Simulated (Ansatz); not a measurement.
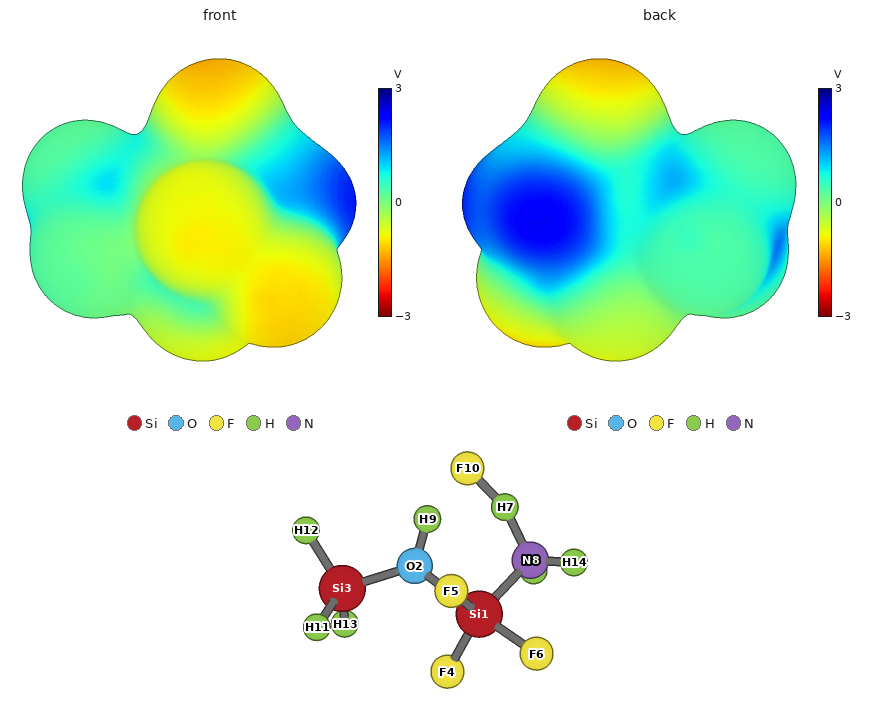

Figure 1: F4H7NOSi2. The electrostatic potential painted on the density surface at 0.001 e/bohr³, seen from the front and from behind; red is negative and blue positive. The bare structure is drawn below in the same view.

A transition-state structure; geometry: PBE0-D4/def2-TZVP.

Level of theory: Ansatz 0.2.0, RKS PBE0-D4/def2-TZVPP.

Input

```
crystal:
  periodic: [false, false, false]
  atoms:
    - {symbol: Si, position_ang: [-0.693766, 0.728142, 0.824501]}
    - {symbol: O, position_ang: [0.284773, -0.054150, -0.646077]}
    - {symbol: Si, position_ang: [-0.059337, 0.034508, -2.289267]}
    - {symbol: F, position_ang: [-1.963787, 0.517843, -0.122155]}
    - {symbol: F, position_ang: [0.209670, 2.018216, 0.636103]}
    - {symbol: F, position_ang: [-1.531221, 1.265535, 2.099920]}
    - {symbol: H, position_ang: [1.225944, -0.796011, 1.328250]}
    - {symbol: N, position_ang: [0.048253, -0.629559, 1.759087]}
    - {symbol: H, position_ang: [1.210421, -0.392672, -0.306479]}
    - {symbol: F, position_ang: [2.130722, -0.874750, 0.611608]}
    - {symbol: H, position_ang: [-0.509925, 1.405451, -2.607540]}
    - {symbol: H, position_ang: [1.207459, -0.291642, -2.983250]}
    - {symbol: H, position_ang: [-1.105013, -0.958219, -2.620339]}
    - {symbol: H, position_ang: [-0.037655, -0.461534, 2.755607]}
    - {symbol: H, position_ang: [-0.416637, -1.511358, 1.559931]}
basis:
  gaussian: {orbitals: def2-TZVPP}
hamiltonian: {xc: pbe0, dispersion: d4}
output: {orbitals: {seedname: orbitals}}
```

Launched as:

```sh
ansatz run in.yaml --threads 4 --pin off --events-out ev --progress --plain --max-ram 66560MiB --backend cuda --devices 0, --max-vram 37GiB
```

### Where is the surface potential most negative and most positive?

The most negative region (about −1.3 V, or −30 kcal/mol for a unit charge) lies over F10, the most positive (about +2.3 V, or +53 kcal/mol for a unit charge) over H15.
